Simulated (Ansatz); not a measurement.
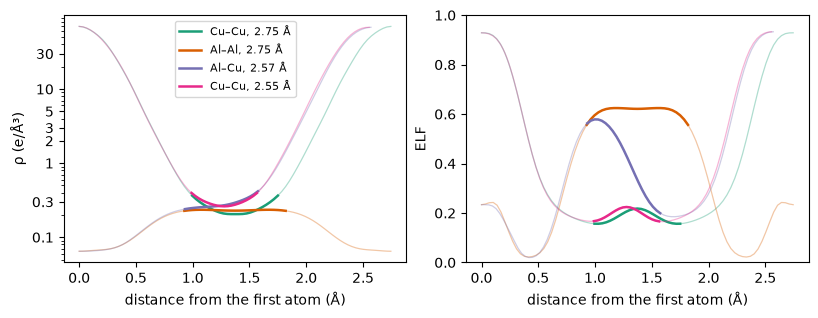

Figure 1: Al$_{2}$Cu$_{3}$. Valence pseudo-density and ELF along straight lines between neighbouring atoms. Thin, pale parts lie inside the atomic spheres.

Space group R-3m; a structure generated by program, which may or may not match a known phase; computed without spin polarisation.

The calculation used Ansatz 0.2.0, DFT PBE, scalar-relativistic, plane waves, PAW.

Core electrons are frozen (PAW), and the valence fields are smoothed inside the atomic spheres.

```
Al Cu
1.0
     2.74518    0.00000    0.00000
    -1.37259    2.37740    0.00000
     0.00000    0.00000   31.22485
Al Cu
6 9
Direct
  0.00000 0.00000 0.20436
  0.66667 0.33333 0.53769
  0.33333 0.66667 0.87103
  0.66667 0.33333 0.12897
  0.33333 0.66667 0.46231
  0.00000 0.00000 0.79564
  0.00000 0.00000 0.00000
  0.66667 0.33333 0.33333
  0.33333 0.66667 0.66667
  0.33333 0.66667 0.26916
  0.00000 0.00000 0.60249
  0.66667 0.33333 0.93582
  0.33333 0.66667 0.06418
  0.00000 0.00000 0.39751
  0.66667 0.33333 0.73084
```

Q: What can be read from the curves?

A: Cu–Cu (2.75 Å): ρ is about 0.21 e/Å³ halfway; the ELF is about 0.20 at the midpoint (no shared electron pair shows on this line).
Al–Al (2.75 Å): ρ is about 0.23 e/Å³ halfway; the ELF peaks at about 0.60 between the atoms.
Al–Cu (2.57 Å): ρ at the midpoint is about 0.27 e/Å³; the ELF is about 0.40 at the midpoint.
Cu–Cu (2.55 Å): ρ is about 0.26 e/Å³ halfway; the ELF is about 0.20 at the midpoint: no shared electron pair shows on this line.
